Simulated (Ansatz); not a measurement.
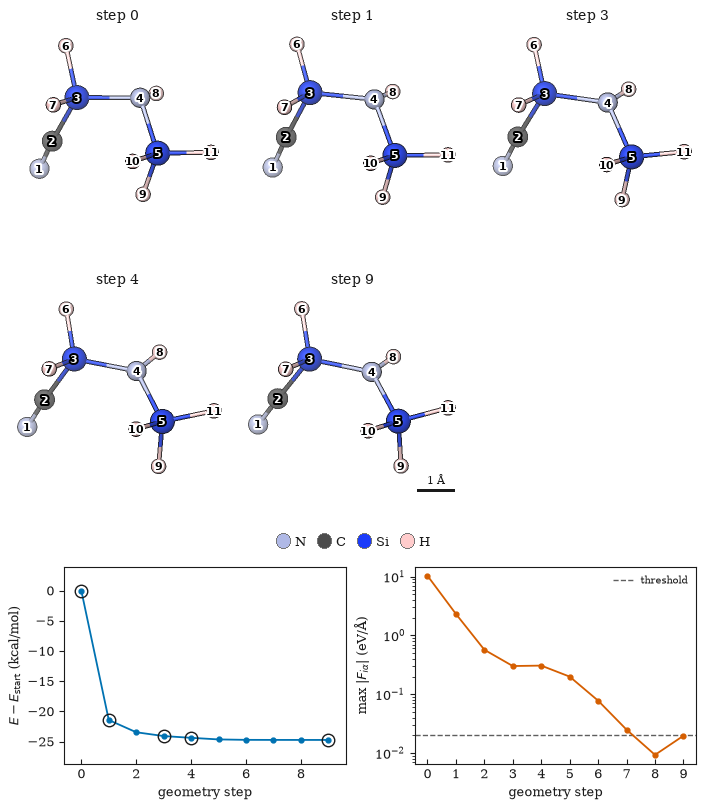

Frames of a relaxation of CH₆N₂Si₂, marked on the history of the run. The picture is a ball-and-stick view, seen at a tilt.

The run prepares the start of a later molecular dynamics calculation, from a guessed geometry.

All numbers below come from RKS PBE0-D4/STO-3G (Ansatz 0.2.0). Set-up: no spin polarisation; force threshold 0.02 eV/Å; at most 40 steps.

### Describe the path.

After 9 geometry steps the energy has fallen by 24.7 kcal/mol. Largest force component: 10 eV/Å at the start, 0.02 eV/Å at the end. The atom that moves furthest after the best rigid fit is H9 (0.68 Å). Largest moves by element: H 0.68 Å, N 0.50 Å, C 0.31 Å, Si 0.20 Å. Near-neighbour distances that change, for instance: Si3–H7 1.534 → 1.445 Å, N1–C2 1.124 → 1.191 Å, Si5–H10 1.509 → 1.444 Å, N4–Si5 1.679 → 1.743 Å. Among the angles between lasting bonds that change: Si3–N4–Si5 110.1° → 126.4°, Si3–N4–H8 104.9° → 115.0°, Si5–N4–H8 107.5° → 115.2°. From step 0 to 1: H6 moves most (0.18 Å), energy −21.4 kcal/mol. From step 1 to 3: N and H atoms move most (0.14 Å), energy −2.66 kcal/mol. From step 3 to 4: H9 moves most (0.20 Å), energy −0.29 kcal/mol. From step 4 to 9: H9 moves most (0.20 Å), energy −0.35 kcal/mol.

```json
{"step": "0", "E − E(0), kcal/mol": "0.00", "largest force component, eV/Å": "10.3685"}
{"step": "1", "E − E(0), kcal/mol": "-21.43", "largest force component, eV/Å": "2.3235"}
{"step": "2", "E − E(0), kcal/mol": "-23.46", "largest force component, eV/Å": "0.5709"}
{"step": "3", "E − E(0), kcal/mol": "-24.09", "largest force component, eV/Å": "0.3018"}
{"step": "4", "E − E(0), kcal/mol": "-24.38", "largest force component, eV/Å": "0.3070"}
{"step": "5", "E − E(0), kcal/mol": "-24.65", "largest force component, eV/Å": "0.1994"}
{"step": "6", "E − E(0), kcal/mol": "-24.72", "largest force component, eV/Å": "0.0778"}
{"step": "7", "E − E(0), kcal/mol": "-24.73", "largest force component, eV/Å": "0.0250"}
{"step": "8", "E − E(0), kcal/mol": "-24.73", "largest force component, eV/Å": "0.0093"}
{"step": "9", "E − E(0), kcal/mol": "-24.73", "largest force component, eV/Å": "0.0197"}
```

Limits of the set-up: STO-3G is a minimal basis, so the numbers are rough.
